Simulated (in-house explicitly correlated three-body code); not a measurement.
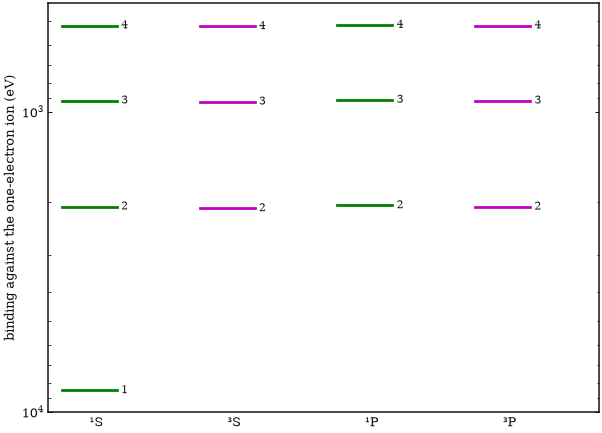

Two electrons around a point charge Z = 25.614. Computed variationally in 260 exponentially correlated functions with an in-house code, non-relativistic, converged to about 10⁻⁸ of the energy. The plot shows the bound S and P states that converged, by term and principal number n, on a logarithmic scale of binding.

Q: How do singlets and triplets lie?

A: The ground state is bound by 8495 eV. The n = 2 states drawn run, from the deepest, 2 ³S (2102 eV), 2 ³P (2076 eV), 2 ¹S (2073 eV), 2 ¹P (2055 eV). Exchange puts 2 ³S below 2 ¹S by 28.8 eV and 2 ³P below 2 ¹P by 21.6 eV. Quantum defects n − (Z − 1)/√(2 E(binding)): 2 ³S 0.020, 2 ³P 0.007, 2 ¹S 0.006, 2 ¹P −0.003.
